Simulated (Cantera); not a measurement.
Charge: 1 mol SiCl4, 160 mol H2, 1.2 mol HCl, at 13.3 mbar.

Equilibrium computed with Cantera from the NASA thermochemical tables; the gas is ideal and each condensed phase is pure. Candidate condensed phases: Si; 19 gas species. The tables' values for SiCl, SiCl3 are old estimates; treat these amounts as uncertain. Gases not in the tables: Si2H6 and higher silanes. Rates play no part.

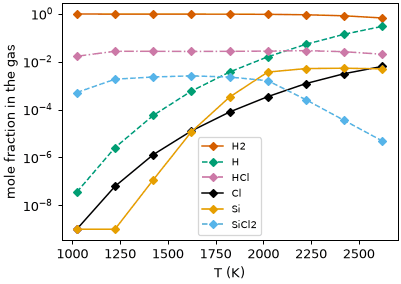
Equilibrium gas composition (values under 1e-9 drawn at 1e-9)

Problem. Read off the mole fractions at 2623 K.

Solution. H2 about 0.67, H about 0.30, HCl about 0.020, Cl about 0.0064, Si about 0.0050, SiCl2 about 4.9e-6.
